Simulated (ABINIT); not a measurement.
## BaLiF3 (Pm-3m): G0W0 in ABINIT against the screening cutoff in the self-energy

Aim: move the screening cutoff in the self-energy of a G0W0 run on BaLiF3 (Pm-3m) over a wide range.

Method: LDA and many-body steps on it, plane waves, in ABINIT 10.8.3.

### Step 1. Starting point

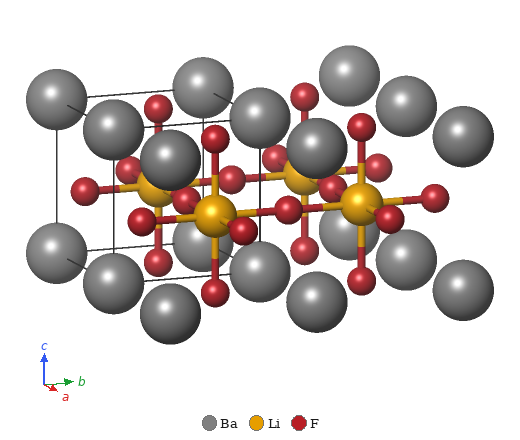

Start, viewed slightly off an axis; barium grey, lithium orange, fluorine red. 2×2×1 cells are drawn. Some periodic images of atoms are drawn too.

The cell and positions are those that the Materials Project relaxed with its own functionals (PBE, PBE+U or r2SCAN), kept fixed. Spin-orbit coupling is left out unless a step names it.

### Step 2. Screening, 2×2×2 mesh, 120 bands, screening to 176.9 eV

This step: ABINIT 10.8.3; RPA screening on LDA, plane waves, norm-conserving pseudopotentials.

The RPA dielectric matrix is built and inverted for each q.

run.abi reads:

```
acell 3*1.0 Angstrom
rprim 
  3.988581640000 0.000000000000 0.000000000000
  0.000000000000 3.988581640000 0.000000000000
  0.000000000000 0.000000000000 3.988581640000
ntypat 3
znucl 56 3 9
natom 5
typat 1 2 3 3 3
xred 
  0.000000000000 0.000000000000 0.000000000000
  0.500000000000 0.500000000000 0.500000000000
  0.000000000000 0.500000000000 0.500000000000
  0.500000000000 0.500000000000 0.000000000000
  0.500000000000 0.000000000000 0.500000000000
pp_dirpath "pseudos"
pseudos "Ba.upf, Li.upf, F.upf"
ecut 36
ngkpt 2 2 2
nshiftk 1
shiftk 0 0 0
kptopt 1
chksymbreak 0
istwfk *1
occopt 1
irdwfk 1
optdriver 3
nband 120
ecuteps 6.5
inclvkb 2
awtr 1
symchi 1
indata_prefix "in"
outdata_prefix "out"
tmpdata_prefix "tmp"
```

On the command line:

```
$ OMP_NUM_THREADS=1 mpirun -n 4 abinit run.abi > log
```

Log:

```text
.Version 10.8.3 of ABINIT. v10.8.2 released Aug 2026.

 Symmetries : space group Pm -3 m (#221); Bravais cP (primitive cubic)
[... echo of the input left out ...]
== DATASET  1 ==================================================================
-   mpi_nproc: 4, omp_nthreads: 1 (-1 if OMP is not activated)

--- !DatasetInfo
iteration_state: {dtset: 1, }
dimensions: {natom: 5, nkpt: 4, mband: 120, nsppol: 1, nspinor: 1, nspden: 1, mpw: 4468, }
cutoff_energies: {ecut:  36.0, pawecutdg:  -1.0, }
electrons: {nelect:   3.40000000E+01, charge:   0.00000000E+00, occopt:   1.00000000E+00, tsmear:   1.00000000E-02, }

 SCREENING: Calculation of the susceptibility and dielectric matrices

 Based on a program developped by R.W. Godby, V. Olevano, G. Onida, and L. Reining.
 Incorporated in ABINIT by V. Olevano, G.-M. Rignanese, and M. Torrent.
.Using double precision arithmetic ; gwpc =  8

[... cell and pseudopotentials left out ...]
--------------------------------------------------------------------------------

 ==== K-mesh for the wavefunctions ====
 Number of points in the irreducible wedge :     4
[... list of points left out ...]
 Together with 48 symmetry operations and time-reversal symmetry
 yields     8 points in the full Brillouin Zone.

 ==== Q-mesh for the screening function ====
 Number of points in the irreducible wedge :     4
[... list of points left out ...]
 Together with 48 symmetry operations and time-reversal symmetry
 yields     8 points in the full Brillouin Zone.

 setmesh: FFT mesh size selected  =    30x   30x   30
          total number of points  =        27000

 vcoul_init : cutoff-mode = AUXILIARY_FUNCTION
 q-points for optical limit:   1
     1)      0.000010    0.000020    0.000030

- screening: taking advantage of time-reversal symmetry
- Maximum band index for partially occupied states nbvw = 17
- Remaining bands to be divided among processors   nbcw = 103
- Number of bands treated by each node ~25

 Number of electrons calculated from density =   34.0000; Expected =   34.0000
 average of density, n =  0.079401
 r_s =    1.4433
 omega_plasma =   27.1812 [eV]

 calculating chi0 at frequencies [eV] :
  1    0.000000E+00    0.000000E+00
  2    0.000000E+00    2.718123E+01

--------------------------------------------------------------------------------
  q-point number  1        q = ( 0.000000, 0.000000, 0.000000) [r.l.u.]
--------------------------------------------------------------------------------
[... chi0 elements left out ...]
 For q-point:  0.000010 0.000020 0.000030
  dielectric constant =   2.6926
  dielectric constant without local fields =   2.9264

  Average fulfillment of the sum rule on Im[epsilon] for q-point    1 :     62.79  [%]
[... wings left out ...]
  q-point number  2        q = ( 0.500000, 0.000000, 0.000000) [r.l.u.]
--------------------------------------------------------------------------------
[... chi0 elements left out ...]
  Average fulfillment of the sum rule on Im[epsilon] for q-point    2 :     69.76  [%]

 [... 2 further q-points ...]
```

The job ended after 13 s (4 MPI ranks of Arm Neoverse V1, shared host; peak memory 0.74 GiB; 51 s of CPU time).

Numbers from this step:

* ε∞ with local fields, on this mesh, along the program's q direction: 2.693
* the same without local fields: 2.926
* plasma frequency: 27.18 eV
* plane waves in the screening matrix: 341

Local fields lower ε∞ by 8 %. On a Γ-centred mesh this coarse the value itself is usually too large, while a short band sum pulls it down.

### Step 3. 0.7 Ha

This step: G0W0 on LDA, plane waves, norm-conserving pseudopotentials.

Edit run.abi of step 2 so:

```diff
@@ -26,8 +26,15 @@
 irdwfk 1
-optdriver 3
+optdriver 4
 nband 120
-ecuteps 6.5
-inclvkb 2
-awtr 1
-symchi 1
+gwcalctyp 0
+ecutsigx 36
+symsigma 1
+nkptgw 1
+kptgw 
+  0.0000000000 0.0000000000 0.0000000000
+bdgw 
+  15 19
+ecuteps 0.7
+irdscr 1
+ppmodel 1
 indata_prefix "in"
```

Log:

```text
.Version 10.8.3 of ABINIT. v10.8.2 released Aug 2026.

 Symmetries : space group Pm -3 m (#221); Bravais cP (primitive cubic)
[... echo of the input left out ...]
== DATASET  1 ==================================================================
-   mpi_nproc: 4, omp_nthreads: 1 (-1 if OMP is not activated)

--- !DatasetInfo
iteration_state: {dtset: 1, }
dimensions: {natom: 5, nkpt: 4, mband: 120, nsppol: 1, nspinor: 1, nspden: 1, mpw: 4468, }
cutoff_energies: {ecut:  36.0, pawecutdg:  -1.0, }
electrons: {nelect:   3.40000000E+01, charge:   0.00000000E+00, occopt:   1.00000000E+00, tsmear:   1.00000000E-02, }

 SIGMA: Calculation of the GW corrections

 Based on a program developped by R.W. Godby, V. Olevano, G. Onida, and L. Reining.
 Incorporated in ABINIT by V. Olevano, G.-M. Rignanese, and M. Torrent.
.Using double precision arithmetic ; gwpc =  8

[... cell and pseudopotentials left out ...]
--------------------------------------------------------------------------------

 ==== K-mesh for the wavefunctions ====
 Number of points in the irreducible wedge :     4
[... list of points left out ...]
 Together with 48 symmetry operations and time-reversal symmetry
 yields     8 points in the full Brillouin Zone.

 ==== Q-mesh for screening function ====
 Number of points in the irreducible wedge :     4
[... list of points left out ...]
 Together with 48 symmetry operations and time-reversal symmetry
 yields     8 points in the full Brillouin Zone.

 vcoul_init : cutoff-mode = AUXILIARY_FUNCTION
 q-points for optical limit:   1
     1)      0.000010    0.000020    0.000030
 setmesh: FFT mesh size selected  =    45x   45x   45
          total number of points  =        91125

 Number of electrons calculated from density =   34.0000; Expected =   34.0000
 average of density, n =  0.079401
 r_s =    1.4433
 omega_plasma =   27.1812 [eV]

 === KS Band Gaps ===
  >>>> For spin  1
   Minimum direct gap =   6.5504 [eV], located at k-point      :   0.0000  0.0000  0.0000
   Fundamental gap    =   6.5504 [eV], Top of valence bands at :   0.0000  0.0000  0.0000
                                       Bottom of conduction at :   0.0000  0.0000  0.0000
 SIGMA fundamental parameters:
 PLASMON POLE MODEL  1
 number of plane-waves for SigmaX                 4385
 number of plane-waves for SigmaC and W             19
 number of plane-waves for wavefunctions          4385
 number of bands                                   120
 number of independent spin polarizations            1
 number of spinorial components                      1
 number of k-points in IBZ                           4
 number of q-points in IBZ                           4
 number of symmetry operations                      48
 number of k-points in BZ                            8
 number of q-points in BZ                            8
 number of frequencies for dSigma/dE                 9
 frequency step for dSigma/dE [eV]                0.25
 number of omega for Sigma on real axis              0
 max omega for Sigma on real axis  [eV]           0.00
 zcut for avoiding poles [eV]                     0.10

 EPSILON^-1 parameters (SCR file):
 dimension of the eps^-1 matrix on file            341
 dimension of the eps^-1 matrix used                19
 number of plane-waves for wavefunctions          4385
 number of bands                                   120
 number of q-points in IBZ                           4
 number of frequencies                               2
 number of real frequencies                          1
 number of imag frequencies                          1

 matrix elements of self-energy operator (all in [eV])

 Perturbative Calculation

--- !SelfEnergy_ee
iteration_state: {dtset: 1, }
kpoint     : [   0.000,    0.000,    0.000, ]
spin       : 1
KS_gap     :    6.550
QP_gap     :   11.759
Delta_QP_KS:    5.208
data: !SigmaeeData |
     Band     E0 <VxcDFT>   SigX SigC(E0)      Z dSigC/dE  Sig(E)    E-E0       E
       15   1.789 -22.500 -29.824   3.448   0.871  -0.149 -25.874  -3.375  -1.585
       16   1.789 -22.500 -29.824   3.448   0.871  -0.149 -25.874  -3.375  -1.585
       17   1.789 -22.500 -29.824   3.448   0.871  -0.149 -25.874  -3.375  -1.585
       18   8.340 -10.222  -4.967  -3.190   0.888  -0.127  -8.388   1.834  10.174
       19   8.340 -10.222  -4.967  -3.190   0.888  -0.127  -8.388   1.834  10.174

== END DATASET(S) ==============================================================
================================================================================

 -outvars: echo values of variables after computation  --------
           etotal      0.0000000000E+00
            nband         120
             nkpt           4
          spgroup         221
 [... the other variables as echoed above ...]

 Calculation completed.
```

It took 3.4 s on 4 MPI ranks; peak memory 0.59 GiB; 13 s of CPU time.

Numbers from this step:

| Property | Result |
| --- | --- |
| G0W0 gap on the points computed | 11.76 eV |
| starting gap on the mesh | 6.550 eV |
| k of the valence top | 0, 0, 0 |
| k of the conduction bottom | 0, 0, 0 |
| Z at the valence top | 0.871 |
| Z at the conduction bottom | 0.888 |
| least direct G0W0 gap on the computed points | 11.76 eV |

### Step 4. 1.3 Ha

Edit run.abi of step 3 so:

```diff
@@ -36,3 +36,3 @@
   15 19
-ecuteps 0.7
+ecuteps 1.3
 irdscr 1
```

Log:

```text
.Version 10.8.3 of ABINIT. v10.8.2 released Aug 2026.

 Symmetries : space group Pm -3 m (#221); Bravais cP (primitive cubic)
[... echo of the input left out ...]
== DATASET  1 ==================================================================
-   mpi_nproc: 4, omp_nthreads: 1 (-1 if OMP is not activated)

--- !DatasetInfo
iteration_state: {dtset: 1, }
dimensions: {natom: 5, nkpt: 4, mband: 120, nsppol: 1, nspinor: 1, nspden: 1, mpw: 4468, }
cutoff_energies: {ecut:  36.0, pawecutdg:  -1.0, }
electrons: {nelect:   3.40000000E+01, charge:   0.00000000E+00, occopt:   1.00000000E+00, tsmear:   1.00000000E-02, }

 SIGMA: Calculation of the GW corrections

 Based on a program developped by R.W. Godby, V. Olevano, G. Onida, and L. Reining.
 Incorporated in ABINIT by V. Olevano, G.-M. Rignanese, and M. Torrent.
.Using double precision arithmetic ; gwpc =  8

[... cell and pseudopotentials left out ...]
--------------------------------------------------------------------------------

 ==== K-mesh for the wavefunctions ====
 Number of points in the irreducible wedge :     4
[... list of points left out ...]
 Together with 48 symmetry operations and time-reversal symmetry
 yields     8 points in the full Brillouin Zone.

 ==== Q-mesh for screening function ====
 Number of points in the irreducible wedge :     4
[... list of points left out ...]
 Together with 48 symmetry operations and time-reversal symmetry
 yields     8 points in the full Brillouin Zone.

 vcoul_init : cutoff-mode = AUXILIARY_FUNCTION
 q-points for optical limit:   1
     1)      0.000010    0.000020    0.000030
 setmesh: FFT mesh size selected  =    45x   45x   45
          total number of points  =        91125

 Number of electrons calculated from density =   34.0000; Expected =   34.0000
[...]
number of q-points in IBZ                           4
 number of symmetry operations                      48
 number of k-points in BZ                            8
 number of q-points in BZ                            8
 number of frequencies for dSigma/dE                 9
 frequency step for dSigma/dE [eV]                0.25
 number of omega for Sigma on real axis              0
 max omega for Sigma on real axis  [eV]           0.00
 zcut for avoiding poles [eV]                     0.10

 EPSILON^-1 parameters (SCR file):
 dimension of the eps^-1 matrix on file            341
 dimension of the eps^-1 matrix used                27
 number of plane-waves for wavefunctions          4385
 number of bands                                   120
 number of q-points in IBZ                           4
 number of frequencies                               2
 number of real frequencies                          1
 number of imag frequencies                          1

 matrix elements of self-energy operator (all in [eV])

 Perturbative Calculation

--- !SelfEnergy_ee
iteration_state: {dtset: 1, }
kpoint     : [   0.000,    0.000,    0.000, ]
spin       : 1
KS_gap     :    6.550
QP_gap     :   11.422
Delta_QP_KS:    4.871
data: !SigmaeeData |
     Band     E0 <VxcDFT>   SigX SigC(E0)      Z dSigC/dE  Sig(E)    E-E0       E
       15   1.789 -22.500 -29.824   3.670   0.862  -0.160 -25.651  -3.151  -1.362
       16   1.789 -22.500 -29.824   3.670   0.862  -0.160 -25.651  -3.151  -1.362
       17   1.789 -22.500 -29.824   3.670   0.862  -0.160 -25.651  -3.151  -1.362
       18   8.340 -10.222  -4.967  -3.308   0.883  -0.132  -8.502   1.720  10.060
       19   8.340 -10.222  -4.967  -3.308   0.883  -0.132  -8.502   1.720  10.060

== END DATASET(S) ==============================================================
================================================================================

 -outvars: echo values of variables after computation  --------
           etotal      0.0000000000E+00
            nband         120
             nkpt           4
          spgroup         221
 [... the other variables as echoed above ...]

 Calculation completed.
```

The job ended after 3.4 s (4 MPI ranks; peak memory 0.59 GiB; 13 s of CPU time).

Numbers from this step:

| Property | Result |
| --- | --- |
| G0W0 gap on the points computed | 11.42 eV |
| starting gap on the mesh | 6.550 eV |
| k of the valence top | 0, 0, 0 |
| k of the conduction bottom | 0, 0, 0 |
| Z at the valence top | 0.862 |
| Z at the conduction bottom | 0.883 |
| least direct G0W0 gap on the computed points | 11.42 eV |

### Step 5. 2.3 Ha

The self-energy is evaluated for the states that the input lists, and the levels follow from it, in one-shot runs by the linearised quasiparticle equation.

Edit run.abi of step 4 so:

```diff
@@ -36,3 +36,3 @@
   15 19
-ecuteps 1.3
+ecuteps 2.3
 irdscr 1
```

Log:

```text
.Version 10.8.3 of ABINIT. v10.8.2 released Aug 2026.

 Symmetries : space group Pm -3 m (#221); Bravais cP (primitive cubic)
[... echo of the input left out ...]
== DATASET  1 ==================================================================
-   mpi_nproc: 4, omp_nthreads: 1 (-1 if OMP is not activated)

--- !DatasetInfo
iteration_state: {dtset: 1, }
dimensions: {natom: 5, nkpt: 4, mband: 120, nsppol: 1, nspinor: 1, nspden: 1, mpw: 4468, }
cutoff_energies: {ecut:  36.0, pawecutdg:  -1.0, }
[...]
17   1.789 -22.500 -29.824   4.696   0.827  -0.210 -24.672  -2.173  -0.383
       18   8.340 -10.222  -4.967  -3.426   0.879  -0.138  -8.614   1.608   9.948
       19   8.340 -10.222  -4.967  -3.426   0.879  -0.138  -8.614   1.608   9.948

== END DATASET(S) ==============================================================
================================================================================

 -outvars: echo values of variables after computation  --------
           etotal      0.0000000000E+00
            nband         120
             nkpt           4
          spgroup         221
 [... the other variables as echoed above ...]

 Calculation completed.
```

Run time: 3.6 s. Hardware: 4 MPI ranks; peak memory 0.6 GiB.

This step gave:

| Quantity | Value |
| --- | --- |
| G0W0 gap on the points computed | 10.33 eV |
| starting gap on the mesh | 6.550 eV |
| k of the valence top | 0, 0, 0 |
| k of the conduction bottom | 0, 0, 0 |
| least direct G0W0 gap on the computed points | 10.33 eV |

The gap on the mesh goes from 6.55 eV to 10.33 eV, a correction of +3.78 eV.

(Continued in part 2 of 2.)

[Paths, hosts, dates, memory and timing lines, banners, echoed tables and standing remarks are left out of the program output.]

[Logs are printed without paths, hosts, clocks, repeated set-up lines and the standing remarks that a program may print on its own settings, such as how far it seeks lower states.]

[Runs of the session that timed out or met a known fault of the program may be left out.]

[Hosts, paths, dates, database ids (printed as entryN), source tags and the programs' standing remarks are cut or masked in the printed files.]

[G0W0 gaps are taken among the corrected bands and points alone; a level outside them can change the order at an edge.]

[Where Ansatz stands beside ABINIT at settings called matched, ABINIT's density can come from a denser mesh and the files from another edition; pairs whose starting gaps differed by over 0.03 eV were left out, so agreement reads better than it is.]
